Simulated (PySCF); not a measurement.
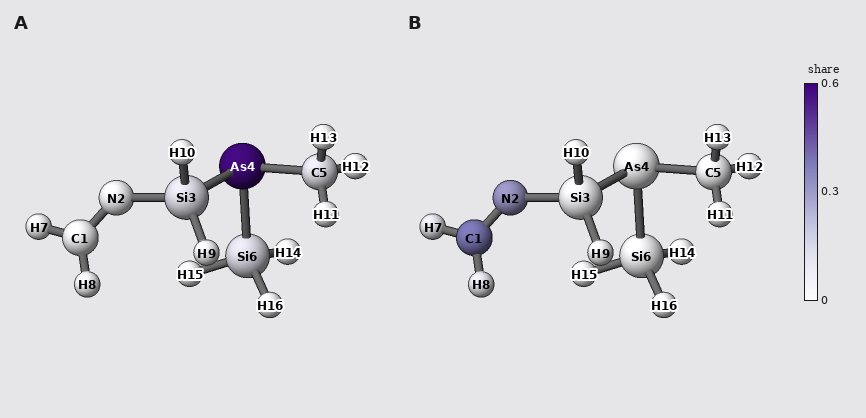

Each panel colours the atoms by their Löwdin share in one orbital (up to four of the largest shares; other atoms are shown as zero). Computed geometry: GFN2-xTB optimisation. No frequency run is at hand to confirm it as a minimum. Method: CAM-B3LYP/def2-SVPD (PySCF 2.14.0).

> The panels show the HOMO, LUMO, in some order. Which is which?

A: HOMO, −8.09 eV; As4 0.58, Si6 0.10, Si3 0.10, C5 0.09
B: LUMO, 0.15 eV; C1 0.38, N2 0.31, H8 0.07, H7 0.07

The geometry is semi-empirical. Around As, Si such bond lengths and angles can be off by a tenth of an ångström or more and by several degrees, and values that hang on the shape move with them.
